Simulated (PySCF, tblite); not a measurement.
# C4H7FO: magnetic properties

Aim: compute the magnetic properties of C4H7FO (`C/C=C(/F)CO`).

Computed with tblite 0.8.0 and PySCF 2.14.0 and routines of our own; the level stands in each step. Atoms count from 0.

## 1. The system as given

13 atoms, charge 0, multiplicity 1; geometry from: force field or distance geometry start.

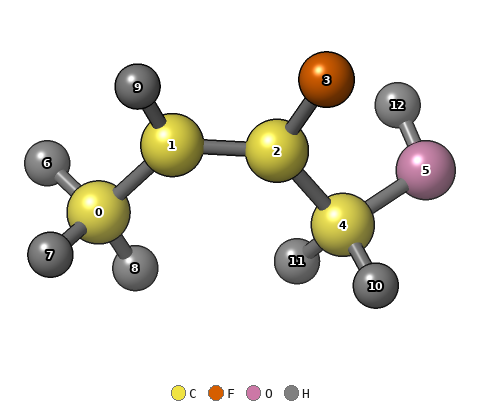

The starting geometry (carbon yellow, fluorine orange, oxygen pink, hydrogen grey).

## 2. Geometry optimisation with GFN2-xTB, one coordinate held

Job settings and geometry (Å):

```
{"job": {"kind": "relax", "xc": "GFN2-xTB", "basis": "xTB"}, "charge": 0, "multiplicity": 1}
C     -1.713100    -0.606500    -0.500700
C     -1.016800     0.539500     0.144300
C      0.320400     0.713600     0.287000
F      0.698900     1.855200     0.916800
C      1.407900    -0.191900    -0.178100
O      2.427100     0.579400    -0.812600
H     -2.382700    -0.218800    -1.287600
H     -2.330200    -1.124100     0.241900
H     -1.043900    -1.333600    -0.958400
H     -1.662800     1.303200     0.576800
H      1.869700    -0.767700     0.615700
H      1.010500    -0.895300    -0.924600
H      1.979600     1.271600    -1.321500
```

The run is started by

```sh
$ OMP_NUM_THREADS=1 python excited_run.py task.json out
```

One launch serves the whole session: the jobs run in the order shown.

Log:

```text
step      E/eV     max force
  0    -568.43420    2.419
  1    -568.46797    1.975
  2    -568.49515    0.411
  3    -568.50217    0.357
  4    -568.51568    0.355
  5    -568.52080    0.259
  6    -568.52621    0.149
  7    -568.52831    0.126
  8    -568.52962    0.093
  9    -568.53030    0.079
 10    -568.53078    0.073
 11    -568.53111    0.059
 12    -568.53137    0.035
 13    -568.53156    0.035
 14    -568.53173    0.035
 15    -568.53191    0.047
 16    -568.53213    0.044
 17    -568.53237    0.046
 18    -568.53261    0.040
 19    -568.53284    0.041
 20    -568.53303    0.037
 21    -568.53318    0.040
 22    -568.53331    0.036
 23    -568.53346    0.036
 24    -568.53363    0.041
 25    -568.53375    0.026
 26    -568.53382    0.019
 27    -568.53385    0.018
 28    -568.53390    0.022
 29    -568.53398    0.033
 30    -568.53410    0.037
 31    -568.53422    0.031
 32    -568.53430    0.025
 33    -568.53437    0.023
 34    -568.53444    0.022
 35    -568.53452    0.031
 36    -568.53460    0.040
 37    -568.53466    0.048
 38    -568.53472    0.051
 39    -568.53477    0.051
 40    -568.53481    0.047
 41    -568.53483    0.047
 42    -568.53486    0.047
 43    -568.53488    0.046
 44    -568.53489    0.044
```

It took 0.2 s on 1 thread of Arm Neoverse V2, shared host.

One coordinate is held by a constraint (a dihedral, as typed in the start), so the force along it need not vanish.

Along the way: (not every step is listed)

```csv
step,energy from step 0 (eV),largest force (eV/Å)
0,0.0000,2.4194
1,-0.0338,1.9747
2,-0.0609,0.4107
3,-0.0680,0.3568
4,-0.0815,0.3550
5,-0.0866,0.2588
6,-0.0920,0.1493
7,-0.0941,0.1262
8,-0.0954,0.0930
11,-0.0969,0.0589
14,-0.0975,0.0350
17,-0.0982,0.0459
20,-0.0988,0.0371
23,-0.0993,0.0357
26,-0.0996,0.0189
29,-0.0998,0.0329
32,-0.1001,0.0246
35,-0.1003,0.0308
38,-0.1005,0.0514
39,-0.1006,0.0507
40,-0.1006,0.0474
41,-0.1006,0.0467
42,-0.1007,0.0471
43,-0.1007,0.0460
44,-0.1007,0.0435
```

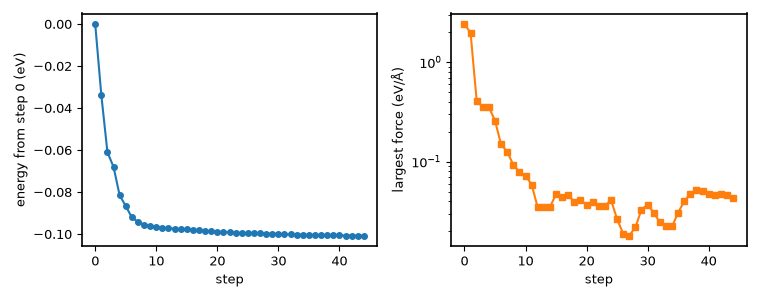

Energy and largest force along the relaxation.

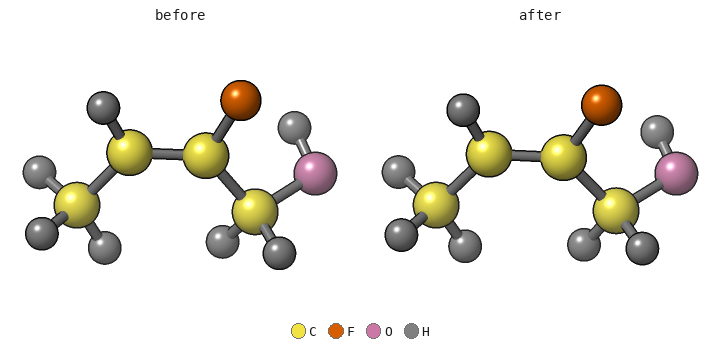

The geometry before (left) and after (right).

Close pairs (by a distance rule), those that changed most:

```csv
bond,before (Å),after (Å),change (Å)
C1–C2,1.356,1.324,-0.032
C4–O5,1.427,1.407,-0.020
C0–H6,1.104,1.090,-0.014
C2–C4,1.490,1.503,+0.013
C4–H10,1.084,1.095,+0.011
C1–H9,1.090,1.082,-0.008
C0–H7,1.096,1.090,-0.006
O5–H12,0.969,0.964,-0.005
```

The final coordinates are the input of the step that follows.

## 3. Magnetic properties: GIAO KT3/pcSseg-1

Job settings and geometry (Å):

```
{"job": {"kind": "mag", "xc": "KT3", "basis": "pcSseg-1", "isotopologues": 0}, "charge": 0, "multiplicity": 1}
C     -1.735811    -0.595171    -0.516575
C     -1.032343     0.527638     0.164434
C      0.274716     0.688218     0.299471
F      0.711961     1.793202     0.961362
C      1.414059    -0.158412    -0.194911
O      2.433927     0.596274    -0.803180
H     -2.410908    -0.200352    -1.275255
H     -2.340629    -1.139286     0.208268
H     -1.048052    -1.292186    -0.985000
H     -1.671534     1.280407     0.606702
H      1.894025    -0.658037     0.653599
H      1.030803    -0.924835    -0.881526
H      2.044379     1.207258    -1.438576
```

Level: GIAO KT3/pcSseg-1 magnetisability, rotational g tensor and spin-rotation constants, non-relativistic, gas phase.

Log:

```text
coarse grid: 10856 points
cycle   1  E = -336.0934153648  dE =  6.552e-01  |g| = 9.450e-01  |ddm| = 3.169e+00
cycle   2  E = -335.7354112611  dE =  3.580e-01  |g| = 1.671e+00  |ddm| = 2.301e+00
cycle   3  E = -336.2489401792  dE = -5.135e-01  |g| = 1.891e-01  |ddm| = 1.701e+00
cycle   4  E = -336.2570953431  dE = -8.155e-03  |g| = 5.859e-02  |ddm| = 2.263e-01
cycle   5  E = -336.2578977335  dE = -8.024e-04  |g| = 2.090e-02  |ddm| = 6.934e-02
cycle   6  E = -336.2579714890  dE = -7.376e-05  |g| = 1.106e-02  |ddm| = 2.586e-02
cycle   7  E = -336.2580026442  dE = -3.116e-05  |g| = 2.779e-03  |ddm| = 1.082e-02
cycle   8  E = -336.2580040828  dE = -1.439e-06  |g| = 7.955e-04  |ddm| = 2.930e-03
final grid: 105248 points
cycle   9  E = -336.3315553093  dE = -1.436e-04  |g| = 2.905e-02  |ddm| = 5.545e-02
cycle  10  E = -336.3312128270  dE =  3.425e-04  |g| = 5.413e-02  |ddm| = 6.009e-02
cycle  11  E = -336.3316787002  dE = -4.659e-04  |g| = 3.788e-03  |ddm| = 4.265e-02
cycle  12  E = -336.3316823213  dE = -3.621e-06  |g| = 8.332e-04  |ddm| = 3.815e-03
cycle  13  E = -336.3316824716  dE = -1.503e-07  |g| = 2.271e-04  |ddm| = 8.292e-04
cycle  14  E = -336.3316824821  dE = -1.057e-08  |g| = 7.298e-05  |ddm| = 2.381e-04
cycle  15  E = -336.3316824831  dE = -9.717e-10  |g| = 1.360e-05  |ddm| = 6.408e-05
converged SCF energy = -336.3316824831

Magnetisability tensor (1e-30 J/T^2)
     -844.61      -84.05       -5.07
      -84.05     -854.12       50.61
       -5.07       50.61     -893.93
isotropic -864.22   principal values    -954.55   -883.99   -754.11
isotropic susceptibility -52.044 1e-6 cm^3/mol

Inertial axes            a          b          c
rot. const./GHz      5.4723     2.4426     1.8086
chi total           -53.422    -47.988    -54.724
chi diamagnetic    -285.684   -573.875   -735.702
chi paramagnetic    232.262    525.887    680.978
quadrupole/D A       -2.641     -1.719      4.360
g nuclear            0.5749     0.5867     0.5688
g electronic        -0.5971    -0.6035    -0.5786
g total             -0.0222    -0.0168    -0.0097

Spin-rotation constants (kHz, H = +C I.J)
atom  isotope        aa         bb         cc
  3    19F        8.576      2.960      1.385
  6     1H       -0.384     -0.265     -0.015
  7     1H       -0.220     -0.261     -0.073
  8     1H       -0.435      0.006     -0.207
  9     1H       -0.389      0.114     -0.187
 10     1H       -0.479     -0.230      0.078
 11     1H       -0.384      0.089     -0.171
 12     1H       -0.705     -0.326      0.005
  0    13C*       0.834      0.327      0.239
  1    13C*       1.510      0.928      0.286
  2    13C*       1.756      1.184      0.495
  4    13C*       1.077      0.563      0.370
  5    17O*      -0.593     -0.250     -0.081
* in the singly substituted isotopologue
```

Run time: 15 s. Hardware: 1 thread of Arm Neoverse V2, shared host; peak memory 0.55 GiB.

Key values:

```csv
quantity,value
magnetisability,-864·10⁻³⁰ J/T²
molar susceptibility,-52.0·10⁻⁶ cm³/mol
"rotational g (a, b, c)","-0.0222, -0.0168, -0.0097"
```

## 4. Results

| quantity | value |
| --- | --- |
| magnetisability (step 3, GIAO KT3/pcSseg-1) | -864·10⁻³⁰ J/T² |
| molar susceptibility (step 3, GIAO KT3/pcSseg-1) | -52.0·10⁻⁶ cm³/mol |
| rotational g (a, b, c) (step 3, GIAO KT3/pcSseg-1) | -0.0222, -0.0168, -0.0097 |

In words: The values above hold for this geometry and these levels alone. Vibrational averaging and real surroundings are missing from these values.
